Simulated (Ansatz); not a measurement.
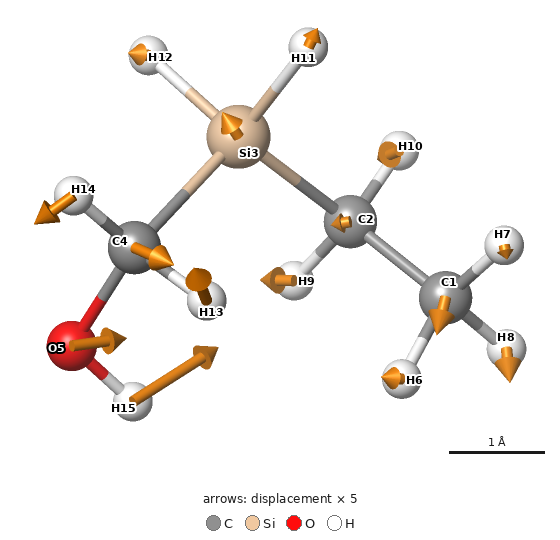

This is a relaxation of C₃H₁₀OSi (coarse preliminary run). The starting structure is drawn; orange arrows show the displacements, magnified 5 times. The two geometries are superimposed by the best rigid fit.

A ball-and-stick model, seen at a tilt.

The start comes from a force field.

Method: RKS PBE-D4/def2-SVP (Ansatz 0.2.0). Set-up: force threshold 0.03 eV/Å; at most 200 steps.

**What did the optimiser do to the structure, and how much energy did it gain?**

H15 moves most after the best rigid fit: 0.25 Å. By element the largest moves are H 0.25 Å, O 0.14 Å, C 0.12 Å, Si 0.07 Å. Near-neighbour distances that change, for instance: C4–H13 1.211 → 1.119 Å, C1–C2 1.460 → 1.536 Å, C4–H14 1.060 → 1.111 Å, C2–Si3 1.853 → 1.902 Å. Bond angles that change, for instance: O5–C4–H13 104.8° → 112.5°, Si3–C4–O5 118.0° → 111.0°, Si3–C4–H13 104.8° → 111.1°. The energy falls by 0.510 eV in 6 geometry steps. The largest force component goes from 4.3 to 0.017 eV/Å.
